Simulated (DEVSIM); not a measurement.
Device: abrupt Ge n-p junction, at 300 K.

| layer (left to right) | material | thickness (μm) | Nd (cm⁻³) | Na (cm⁻³) | τn (s) | τp (s) |
|---|---|---|---|---|---|---|
| 1 | Ge | 0.140 | 2e17 | - | 0.00061 | 0.00061 |
| 2 | Ge | 0.140 | - | 1e17 | 0.00061 | 0.00061 |

Left contact: ohmic. Right contact: ohmic. Voltage is applied to the left contact. Recombination: SRH at mid-gap. Mobility is μmin + (μ − μmin)/(1 + (N/Nref)^α).

Constants are typed, rounded textbook-type inputs, not results; the design itself was drawn at random and stands for no fabricated device. Values at 300 K.

```csv
parameter,Ge
gap (eV),0.664
affinity (eV),4
permittivity,16
Nc (cm⁻³),1.04e19
Nv (cm⁻³),6e18
μn (cm²/Vs),3900
μp (cm²/Vs),1900
"μn,min",150
"μp,min",100
"Nref,n",2.6e17
"Nref,p",4e17
αn,0.56
αp,0.6
```

Simulated with DEVSIM: 1D drift-diffusion, Boltzmann statistics, complete ionisation; no tunnelling, impact ionisation, image-force lowering or self-heating.

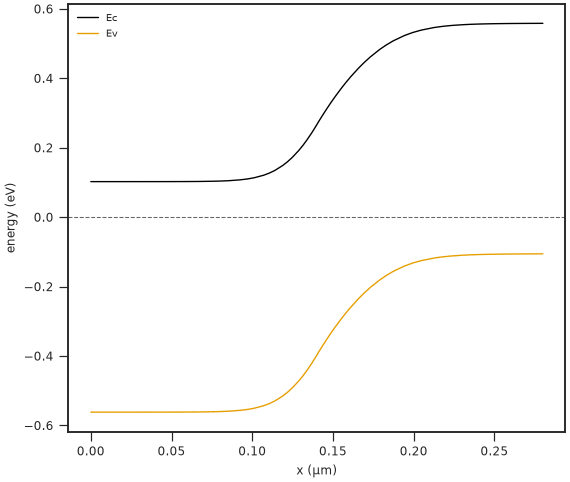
Figure. Band edges at zero bias

Energies count from the Fermi level of the right contact; mesh points crowd at the junctions.

```tsv
x (μm)	Ec (eV)	Ev (eV)	n (cm⁻³)	p (cm⁻³)	field (V/cm)
0.000	0.102	-0.562	2.0e17	2.2e9	≈ 0
0.007588	0.102	-0.562	2.0e17	2.2e9	≈ 0
0.01672	0.102	-0.562	2.0e17	2.2e9	≈ 0
0.02771	0.102	-0.562	2.0e17	2.2e9	12
0.04517	0.102	-0.562	2.0e17	2.2e9	60
0.06194	0.102	-0.562	2.0e17	2.2e9	290
0.08077	0.104	-0.560	1.9e17	2.3e9	1600
0.1012	0.113	-0.551	1.3e17	3.4e9	9800
0.1141	0.135	-0.529	5.7e16	7.7e9	25000
0.1248	0.172	-0.492	1.4e16	3.2e10	45000
0.1336	0.221	-0.443	2.0e15	2.1e11	65000
0.1431	0.290	-0.374	1.4e14	3.1e12	74000
0.1513	0.347	-0.317	1.5e13	2.8e13	65000
0.1612	0.405	-0.259	1.6e12	2.7e14	54000
0.1789	0.483	-0.181	8.1e10	5.4e15	34000
0.1944	0.523	-0.141	1.7e10	2.6e16	19000
0.2128	0.546	-0.118	6.9e9	6.3e16	7400
0.2305	0.554	-0.110	5.1e9	8.6e16	2500
0.2488	0.557	-0.107	4.6e9	9.6e16	790
0.2604	0.558	-0.106	4.5e9	9.8e16	390
0.2700	0.558	-0.106	4.4e9	9.9e16	250
0.2800	0.558	-0.106	4.4e9	1.0e17	200
```
